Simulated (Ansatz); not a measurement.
# HgTe: response to strain

Consider HgTe in the zinc blende structure (space group F-43m, No. 216; a = 6.651 Å).

Strains are applied to the cell and any free atomic positions relax.

Level of theory: PBE/PAW in Ansatz (a quantum-chemistry and plane-wave program), no spin-orbit coupling.

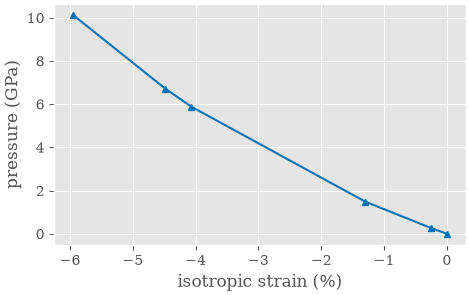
Pressure against isotropic strain

```csv
isotropic strain (%),pressure
-5.95,10.1 GPa
-4.48,6.7 GPa
-4.07,5.9 GPa
-1.3,1.5 GPa
-0.25,0.3 GPa
```

A case with no gap was solved on a k-mesh chosen for an insulator, which is coarse for it. Stability against distortions was not tested. All final runs are without spin polarisation.
